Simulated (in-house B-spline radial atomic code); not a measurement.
The antimony ion Sb⁺; electrons: [Kr] 4d10 5s2 5p2 (open shells shared over both j by 2j + 1). Level of theory: Dirac-Hartree-Fock, average of configuration, Fermi nucleus, basis-set limit. Computed with an in-house B-spline radial code. One electron is taken from each of the shells shown in turn, and the ion is relaxed; bars are coloured by l. Wanted, and plotted below: the relaxation energy, Koopmans' value −ε less the difference of self-consistent energies, as a share of −ε.

Among the shells shown the largest bar is that of 4d5/2. 1s: −ε = 30.68 keV, relaxed 30.61 keV, relaxation 66.2 eV (0.22 %); 2s: −ε = 4769 eV, relaxed 4734 eV, relaxation 35.5 eV (0.74 %); 3s: −ε = 982.8 eV, relaxed 967.6 eV, relaxation 15.3 eV (1.6 %); 3d3/2: −ε = 572.5 eV, relaxed 555.7 eV, relaxation 16.8 eV (2.9 %); 3d5/2: −ε = 562.7 eV, relaxed 546.1 eV, relaxation 16.6 eV (2.9 %); 4s: −ε = 185.1 eV, relaxed 180.2 eV, relaxation 4.93 eV (2.7 %); 4d3/2: −ε = 53.5 eV, relaxed 49.9 eV, relaxation 3.64 eV (6.8 %); 4d5/2: −ε = 52.2 eV, relaxed 48.6 eV, relaxation 3.56 eV (6.8 %).

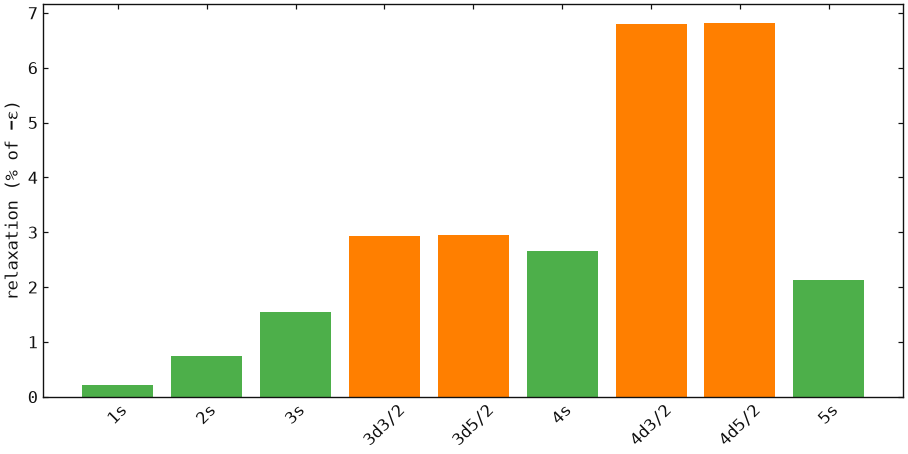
